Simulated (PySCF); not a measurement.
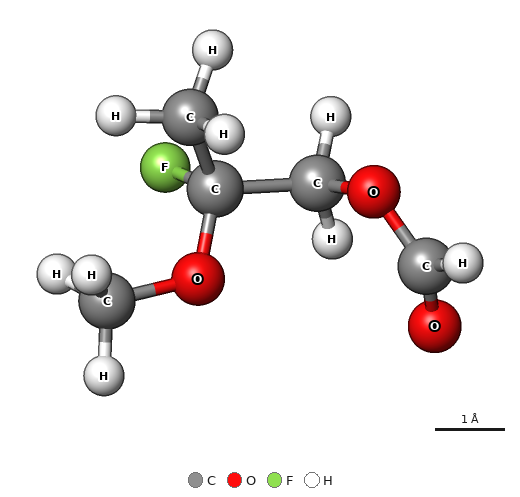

Figure 1. The structure as given in the input (ball-and-stick view, seen at a tilt).

## Excited-state calculation of C$_{5}$H$_{9}$FO$_{3}$

System: C$_{5}$H$_{9}$FO$_{3}$.
Method: TDDFT KT3/pcSseg-1, vertical, gas phase, core orbitals frozen in the response (PySCF 2.14.0).

The geometry comes from this level: GFN2-xTB. It belongs to a series of runs on one base structure; here: KT3/pcSseg-1; 25 states.

The input
```
{"job": {"kind": "uv", "xc": "KT3", "basis": "pcSseg-1", "nstates": 25, "ntriplets": 2, "tda": false}, "charge": 0, "multiplicity": 1}
C     -2.042212    -0.760867     0.579254
O     -0.680380    -0.782063     0.180491
C     -0.342096    -0.032202    -0.920671
C     -0.716869     1.444506    -0.861078
F     -0.981331    -0.575269    -2.047050
C      1.164572    -0.239069    -1.156830
O      1.907770     0.437225    -0.153262
C      2.603779    -0.302640     0.700065
O      2.729880    -1.487580     0.694645
H     -2.700659    -0.948688    -0.271827
H     -2.143336    -1.567314     1.301681
H     -2.305801     0.188307     1.053872
H     -1.797638     1.559088    -0.852227
H     -0.318584     1.948878    -1.736549
H     -0.288951     1.883322     0.035551
H      1.383706    -1.310947    -1.120599
H      1.439409     0.175267    -2.129302
H      3.079980     0.376363     1.427419
```

The first line tells a small driver script what to run in PySCF; the rest is the geometry in Å.

Machine: 1 CPU thread, shared host.

Launch command:
```bash
OMP_NUM_THREADS=1 python <driver script> task.json out
```

The program's output
```
coarse grid: 15360 points
cycle   1  E = -528.2367245585  dE =  1.268e+00  |g| = 1.304e+00  |ddm| = 3.640e+00
cycle   2  E = -527.0779501571  dE =  1.159e+00  |g| = 2.703e+00  |ddm| = 3.168e+00
cycle   3  E = -528.4498849274  dE = -1.372e+00  |g| = 6.626e-01  |ddm| = 2.619e+00
cycle   4  E = -528.5353920136  dE = -8.551e-02  |g| = 1.920e-01  |ddm| = 5.444e-01
cycle   5  E = -528.5410764176  dE = -5.684e-03  |g| = 6.839e-02  |ddm| = 1.358e-01
cycle   6  E = -528.5420300604  dE = -9.536e-04  |g| = 1.775e-02  |ddm| = 5.481e-02
cycle   7  E = -528.5420811432  dE = -5.108e-05  |g| = 6.573e-03  |ddm| = 1.484e-02
cycle   8  E = -528.5420888293  dE = -7.686e-06  |g| = 1.792e-03  |ddm| = 5.827e-03
final grid: 149616 points
cycle   9  E = -528.6906898806  dE = -2.665e-04  |g| = 3.326e-02  |ddm| = 6.976e-02
cycle  10  E = -528.6901615397  dE =  5.283e-04  |g| = 6.471e-02  |ddm| = 6.443e-02
cycle  11  E = -528.6908577874  dE = -6.962e-04  |g| = 4.860e-03  |ddm| = 4.683e-02
cycle  12  E = -528.6908617077  dE = -3.920e-06  |g| = 2.298e-03  |ddm| = 4.264e-03
cycle  13  E = -528.6908626240  dE = -9.163e-07  |g| = 6.540e-04  |ddm| = 1.779e-03
cycle  14  E = -528.6908627069  dE = -8.287e-08  |g| = 1.738e-04  |ddm| = 6.041e-04
cycle  15  E = -528.6908627124  dE = -5.499e-09  |g| = 5.244e-05  |ddm| = 1.509e-04
cycle  16  E = -528.6908627129  dE = -5.277e-10  |g| = 1.389e-05  |ddm| = 4.598e-05
```

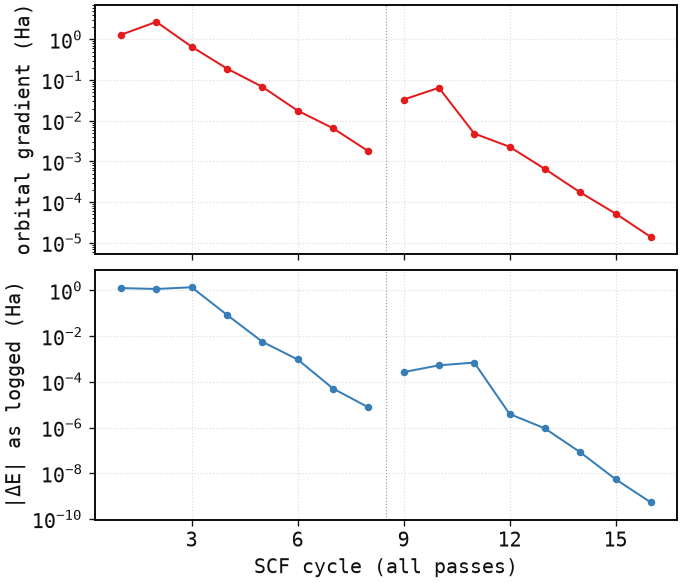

Figure 2. Convergence of the self-consistent field: orbital gradient and size of the energy change against the SCF cycle. The dotted line marks the change from a coarse to the final integration grid. The first 8 cycles use a coarse grid, the final grid takes over at cycle 9, and the field converges after 16 cycles in all.

```
converged SCF energy = -528.6908627129

Static polarisability (au): isotropic 65.591, principal 59.770 63.895 73.109

Singlet excitations
state   eV       nm        f      main configurations
  1   6.0064    206.4   0.00336   H-1->L 0.63, H->L 0.34
  2   6.0575    204.7   0.00075   H->L 0.66, H-1->L 0.34
  3   6.8961    179.8   0.02231   H-2->L 0.60, H-3->L 0.37
  4   7.2920    170.0   0.00073   H->L+1 0.97
  5   7.3861    167.9   0.00210   H-1->L+1 0.99
  6   7.5656    163.9   0.01569   H->L+2 0.34, H-3->L 0.31, H-4->L 0.15
  7   7.7108    160.8   0.02824   H->L+2 0.56, H-4->L 0.19
  8   7.8115    158.7   0.00789   H-1->L+2 0.94
  9   7.9228    156.5   0.02816   H->L+3 0.69, H-4->L 0.21
 10   7.9592    155.8   0.00763   H-1->L+3 0.88
 11   7.9859    155.3   0.03448   H-2->L+1 0.74, H->L+3 0.10, H-4->L 0.09
 12   8.0262    154.5   0.04540   H-4->L 0.24, H-5->L 0.22, H-2->L+1 0.20
 13   8.2549    150.2   0.01918   H-5->L 0.46, H->L+4 0.20, H-6->L 0.18
 14   8.3446    148.6   0.01572   H->L+4 0.51, H-1->L+4 0.22, H-6->L 0.21
 15   8.3760    148.0   0.01006   H-1->L+4 0.67, H->L+4 0.13, H-2->L+2 0.11
 16   8.3999    147.6   0.03270   H-2->L+2 0.71, H-6->L 0.19
 17   8.5272    145.4   0.02542   H-3->L+1 0.52, H-6->L 0.15
 18   8.5578    144.9   0.01909   H-3->L+1 0.43, H-6->L 0.14
 19   8.5995    144.2   0.00373   H-2->L+3 0.93
 20   8.7405    141.9   0.01058   H->L+5 0.83
 21   8.7899    141.1   0.00536   H-1->L+5 0.95
 22   8.8548    140.0   0.00452   H->L+6 0.89
 23   8.9256    138.9   0.00287   H-3->L+2 0.70, H-1->L+6 0.22
 24   8.9486    138.6   0.01863   H-1->L+6 0.73, H-3->L+2 0.21
 25   8.9985    137.8   0.00342   H-2->L+4 0.81, H-7->L 0.12

Triplet excitations (Tamm-Dancoff, eV): 5.4665 5.7718
```

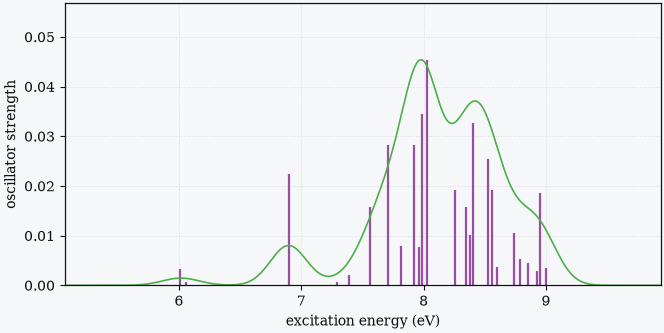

Figure 3. Computed excitations as sticks (degenerate states added up, dark ones marked on the axis), with a Gaussian envelope of 0.35 eV full width at half maximum, scaled to the tallest. Of the 25 states the lowest lies at 6.01 eV (f = 0.003); the strongest line is at 8.03 eV, or 154 nm (f = 0.045).

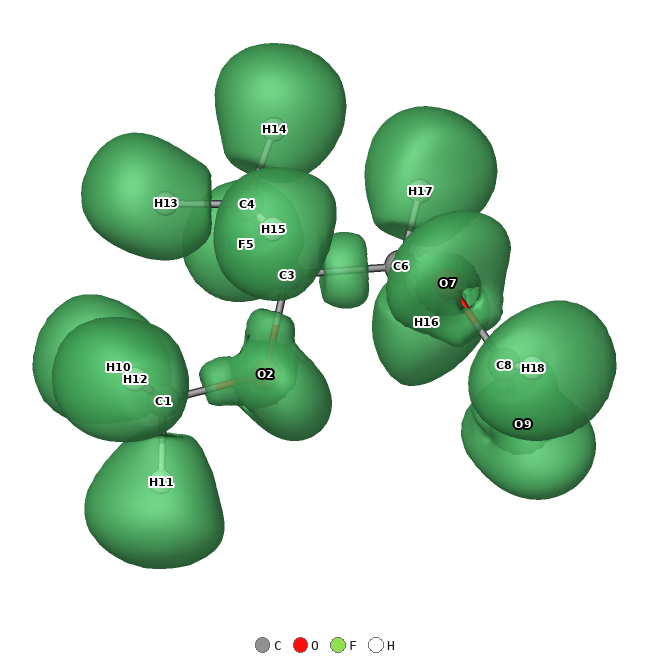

Figure 4. Isosurface of the ELF at 0.75 (green), seen face on. Core shells and regions of very low density are left out. Values along the shortest contacts: C–O (1.19 Å): the ELF peaks at about 0.90 between the atoms; a multiple bond by its length, whose ELF region spreads away from the axis.

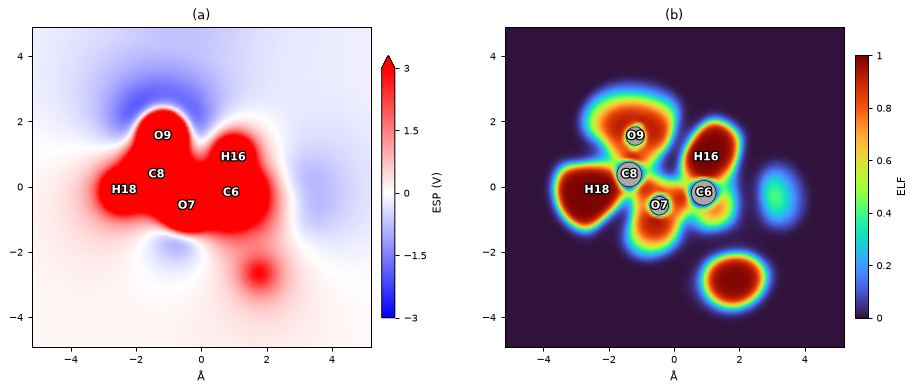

Figure 5. (a) electrostatic potential; (b) electron localisation function on the plane of atoms C6, O7 and C8. Grey discs, where drawn, cover atomic cores. Atoms in the plane: C, O and H. C–O (1.19 Å): the ELF peaks at about 0.90 between the atoms; a double or triple bond. C–H (1.09 Å): the ELF climbs to about 1 towards the hydrogen, as it does in any bond to H; a covalent bond by its length. C–O (1.33 Å): the ELF peaks at about 0.85 between the atoms, which marks a polar covalent bond.

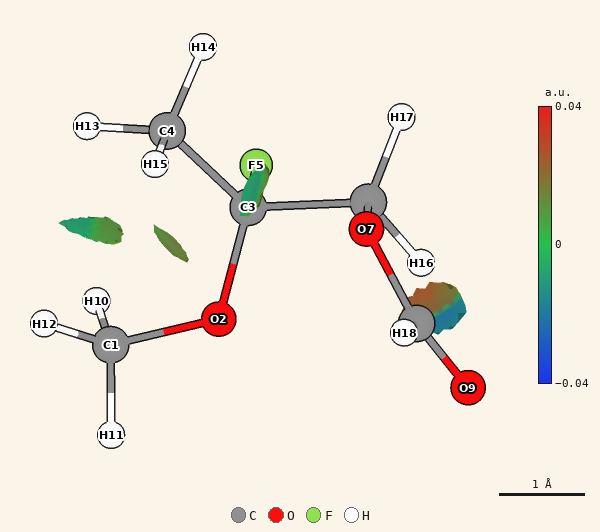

Figure 6. Non-covalent interaction (NCI) plot: the surface where the reduced density gradient is 0.5, for densities under 0.05 a.u., coloured by sign(λ₂)ρ; seen at a tilt.

Results in brief

- outcome: converged
- total energy: −528.690863 hartree
- HOMO: −6.78 eV
- LUMO: −0.87 eV
- dipole moment: 2.97 D
- mean polarisability: 65.59 a.u.
- lowest singlet excitation: 6.01 eV
- wall time: 3.1 min
- peak memory: 0.73 GiB

Settings chosen away from the usual ones: KT3/pcSseg-1; 25 states.
